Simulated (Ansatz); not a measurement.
**[BH4]− (borohydride): BCCD(T)/3-21G**

What is the vertical singlet–triplet gap of [BH4]− (borohydride) at BCCD(T)/3-21G? 

Program for the calculation: Ansatz 0.2.0.

5 further runs of the same task are left out: 4 that didn't finish, 1 set aside as unsound or not needed.

**1. The molecule**

[BH4]− has 5 atoms, charge -1, and is taken as a singlet. SMILES: `[BH4-]`. The shape is that of a GFN2-xTB optimisation.

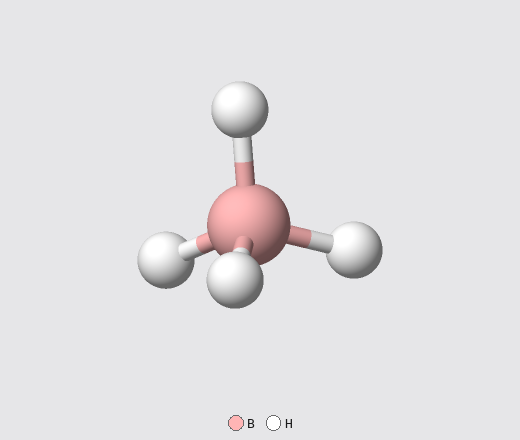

The structure, seen from a chosen angle (boron pink, hydrogen white).

**2. A single-point energy at BCCD(T)/3-21G**

File job.yaml:

```yaml
crystal:
  periodic: [false, false, false]
  atoms:
    - {symbol: B, position_ang: [0.000100, 0.000170, -0.000110]}
    - {symbol: H, position_ang: [0.683660, 0.997010, 0.217690]}
    - {symbol: H, position_ang: [0.726340, -0.988490, -0.067070]}
    - {symbol: H, position_ang: [-0.600410, 0.139700, -1.063360]}
    - {symbol: H, position_ang: [-0.809690, -0.148380, 0.912850]}
basis:
  gaussian:
    orbitals: 3-21G.json
total_charge: -1
correlation:
  method: bccd_t
  frozen_orbitals: {B: 1, H: 0}
accuracy: high
scf:
  omitted_lower_state_checks: [cluster_reference, increment]
```

The basis set 3-21G is read from a file made from the Basis Set Exchange's data (not shown).

Command:

```bash
$ ansatz run job.yaml --threads 1 --pin off --max-ram 2610MiB --events-out events.jsonl --progress --plain --runs-dir runs
```

Log:

```text
Warning: RAYON_NUM_THREADS=1 ignored (pool sized by the plan → 1); use --threads N
Functional definition: HF
  name "HF"
  exchange = exact_x
  correlation = 0
these checks for a lower state are left out or cut short: cluster_reference, increment
342 factors; integrals over basis functions are off by at most 3.9e-9 eV
mean field evaluation 1: about -729.1758 eV, gradient 1.0e1 eV
mean field evaluation 2: about -729.1675 eV, gradient 1.0e1 eV
mean field evaluation 4: about -729.6108 eV, gradient 4.5e-1 eV
mean field evaluation 8: about -729.6113 eV, gradient 4.2e-5 eV
mean field -729.61134368 eV, -26.8127223320 hartree, gradient 6.1e-8 eV, S^2 0.000000; 0 other end points of the search recorded, 0 dependent functions left out
1 core orbitals not correlated: weight in the atoms' cores, before any rotation towards them, 1.000 or more for the frozen orbitals, at most 0.000 for the correlated occupied ones
reference -729.61134368 eV, -26.8127223320 hartree; 4, 4 occupied and 12, 12 virtual orbitals, 342 factors
second order -2.06834303 eV of doubles, -0.00000000 eV of singles
cycle   1  -2.46225383 eV  change   -3.9e-1 eV  update   4.6e-2
cycle   2  -2.61369649 eV  change   -1.5e-1 eV  update   1.6e-2
cycle   3  -2.62595019 eV  change   -1.2e-2 eV  update   3.7e-3
cycle   4  -2.62511032 eV  change    8.4e-4 eV  update   9.5e-4
cycle   5  -2.62517781 eV  change   -6.7e-5 eV  update   2.0e-4
cycle   6  -2.62520154 eV  change   -2.4e-5 eV  update   3.0e-5
cycle   7  -2.62521652 eV  change   -1.5e-5 eV  update   6.0e-6
cycle   8  -2.62521506 eV  change    1.5e-6 eV  update   1.2e-6
cycle   9  -2.62521520 eV  change   -1.4e-7 eV  update   2.1e-7
cycle  10  -2.62521530 eV  change   -1.0e-7 eV  update   5.4e-8
cycle  11  -2.62521532 eV  change   -1.8e-8 eV  update   1.8e-8
cycle  12  -2.62521532 eV  change    1.7e-9 eV  update   9.2e-9
cycle  13  -2.62521511 eV  change    2.0e-7 eV  update   9.1e-8
cycle  14  -2.62521505 eV  change    6.2e-8 eV  update   2.8e-8
cycle  15  -2.62521503 eV  change    2.1e-8 eV  update   6.0e-9
cycle  16  -2.62521503 eV  change   8.3e-10 eV  update   1.2e-9
cycle  17  -2.62521503 eV  change  -6.7e-11 eV  update  2.9e-10
perturbative correction -0.04217746 eV, -0.0015499931 hartree
Total energy: -732.27873617 eV, -26.9107471980 hartree
Checks for a lower state left out: cluster_reference, increment
```

Wall time 0.22 s (1 thread of Intel Xeon Platinum 8259CL at 2.50GHz (Skylake/Cascade Lake), shared host).

**3. The triplet, same level**

Changes to job.yaml since step 2:

```diff
@@ -9,10 +9,7 @@
 basis:
-  gaussian:
-    orbitals: 3-21G.json
+  gaussian: {orbitals: 3-21G.json}
 total_charge: -1
-correlation:
-  method: bccd_t
-  frozen_orbitals: {B: 1, H: 0}
+magnetization: {spin_polarized: true, initial_magnetization: 2}
+correlation: {method: bccd_t, frozen_orbitals: {B: 1, H: 0}}
 accuracy: high
-scf:
-  omitted_lower_state_checks: [cluster_reference, increment]
+scf: {omitted_lower_state_checks: [cluster_reference, increment]}
```

The basis set 3-21G is read from a file made from the Basis Set Exchange's data (not shown).

Command:

```bash
$ ansatz run job.yaml --threads 1 --pin off --max-ram 2610MiB --events-out events.jsonl --progress --plain --runs-dir runs
```

Log:

```text
Warning: RAYON_NUM_THREADS=1 ignored (pool sized by the plan → 1); use --threads N
[... 4 set-up lines as earlier in the session ...]
these checks for a lower state are left out or cut short: cluster_reference, increment
342 factors; integrals over basis functions are off by at most 3.9e-9 eV
mean field evaluation 1: about -717.8343 eV, gradient 9.2e0 eV
mean field evaluation 2: about -717.8372 eV, gradient 9.1e0 eV
mean field evaluation 4: about -718.6568 eV, gradient 1.5e0 eV
mean field evaluation 8: about -719.1586 eV, gradient 9.2e-1 eV
mean field evaluation 16: about -719.5013 eV, gradient 2.1e-2 eV
mean field evaluation 32: about -718.6928 eV, gradient 1.0e0 eV
mean field evaluation 64: about -719.4682 eV, gradient 6.4e-1 eV
mean field evaluation 96: about -718.4790 eV, gradient 4.4e-1 eV
mean field evaluation 128: about -718.5901 eV, gradient 7.9e-1 eV
mean field -719.49416872 eV, -26.4409230099 hartree, gradient 3.5e-8 eV, S^2 2.003053; 10 other end points of the search recorded, 0 dependent functions left out
1 core orbitals not correlated: weight in the atoms' cores, before any rotation towards them, 1.000 or more for the frozen orbitals, at most 0.000 for the correlated occupied ones
reference -719.49416872 eV, -26.4409230099 hartree; 5, 3 occupied and 11, 13 virtual orbitals, 342 factors
second order -1.86860986 eV of doubles, -0.00000000 eV of singles
cycle   1  -2.25576777 eV  change   -3.9e-1 eV  update   5.2e-2
cycle   2  -2.42488646 eV  change   -1.7e-1 eV  update   2.5e-2
cycle   3  -2.44945388 eV  change   -2.5e-2 eV  update   1.4e-2
cycle   4  -2.45651531 eV  change   -7.1e-3 eV  update   1.1e-2
cycle   5  -2.47211792 eV  change   -1.6e-2 eV  update   9.2e-3
cycle   6  -2.48909207 eV  change   -1.7e-2 eV  update   6.8e-3
cycle   7  -2.50238841 eV  change   -1.3e-2 eV  update   3.9e-3
cycle   8  -2.50489937 eV  change   -2.5e-3 eV  update   1.9e-3
cycle   9  -2.50791431 eV  change   -3.0e-3 eV  update   6.6e-4
cycle  10  -2.50740499 eV  change    5.1e-4 eV  update   2.1e-4
cycle  11  -2.50747929 eV  change   -7.4e-5 eV  update   9.7e-5
cycle  12  -2.50750139 eV  change   -2.2e-5 eV  update   5.5e-5
cycle  13  -2.50754408 eV  change   -4.3e-5 eV  update   3.7e-5
cycle  14  -2.50754050 eV  change    3.6e-6 eV  update   3.0e-5
cycle  15  -2.50753245 eV  change    8.1e-6 eV  update   2.4e-5
cycle  16  -2.50752629 eV  change    6.2e-6 eV  update   1.7e-5
cycle  17  -2.50753336 eV  change   -7.1e-6 eV  update   9.6e-6
cycle  18  -2.50753766 eV  change   -4.3e-6 eV  update   6.9e-6
cycle  19  -2.50753887 eV  change   -1.2e-6 eV  update   5.1e-6
cycle  20  -2.50753875 eV  change    1.1e-7 eV  update   3.5e-6
cycle  21  -2.50753814 eV  change    6.1e-7 eV  update   1.7e-6
cycle  22  -2.50753710 eV  change    1.0e-6 eV  update   1.2e-6
cycle  23  -2.50753550 eV  change    1.6e-6 eV  update   7.1e-7
cycle  24  -2.50753531 eV  change    1.9e-7 eV  update   3.0e-7
cycle  25  -2.50753522 eV  change    9.4e-8 eV  update   1.6e-7
cycle  26  -2.50753513 eV  change    9.1e-8 eV  update   1.0e-7
cycle  27  -2.50753509 eV  change    3.6e-8 eV  update   7.4e-8
cycle  28  -2.50753506 eV  change    2.6e-8 eV  update   7.1e-8
cycle  29  -2.50753520 eV  change   -1.4e-7 eV  update   8.1e-8
cycle  30  -2.50753521 eV  change   -5.6e-9 eV  update   5.1e-8
cycle  31  -2.50753522 eV  change   -1.4e-8 eV  update   3.4e-8
cycle  32  -2.50753523 eV  change   -5.2e-9 eV  update   2.9e-8
cycle  33  -2.50753523 eV  change   -2.9e-9 eV  update   2.4e-8
cycle  34  -2.50753524 eV  change   -1.1e-8 eV  update   1.8e-8
cycle  35  -2.50753525 eV  change   -1.3e-8 eV  update   1.5e-8
cycle  36  -2.50753526 eV  change   -2.8e-9 eV  update   1.2e-8
cycle  37  -2.50753525 eV  change    3.1e-9 eV  update   8.2e-9
cycle  38  -2.50753525 eV  change   9.9e-10 eV  update   6.2e-9
cycle  39  -2.50753525 eV  change    4.3e-9 eV  update   4.1e-9
cycle  40  -2.50753525 eV  change    2.4e-9 eV  update   2.5e-9
cycle  41  -2.50753525 eV  change  -2.5e-10 eV  update   1.7e-9
cycle  42  -2.50753525 eV  change  -1.2e-10 eV  update   1.3e-9
cycle  43  -2.50753525 eV  change   3.1e-10 eV  update   1.0e-9
cycle  44  -2.50753525 eV  change  -1.6e-10 eV  update  6.6e-10
perturbative correction -0.08207764 eV, -0.0030162977 hartree
Total energy: -722.08378161 eV, -26.5360895282 hartree
Checks for a lower state left out: cluster_reference, increment
```

Wall time 0.85 s (1 thread of Intel Xeon Platinum 8259CL at 2.50GHz (Skylake/Cascade Lake), shared host).

**4. Outcome**

Level: BCCD(T)/3-21G, 1 core orbital frozen.

| quantity | value |
| --- | --- |
| singlet: total energy | -26.91075 Eh |
| singlet: correlation energy (1 core orbital frozen) | -98.0 mEh |
| singlet: (T) correction | -1.55 mEh |
| triplet: total energy | -26.53609 Eh |
| triplet: correlation energy (1 core orbital frozen) | -95.2 mEh |
| triplet: (T) correction | -3.02 mEh |
| triplet: ⟨S²⟩ of the reference determinant | 2.003 |
| vertical energy of the triplet above the singlet | 10.195 eV |

In words: At this shape the triplet lies 10.19 eV (235 kcal/mol) above the singlet. For an anion a state so high probably lies above electron detachment. The triples (singlet) make up 1.6 % of the correlation energy. The triples (triplet) make up 3.2 % of the correlation energy.
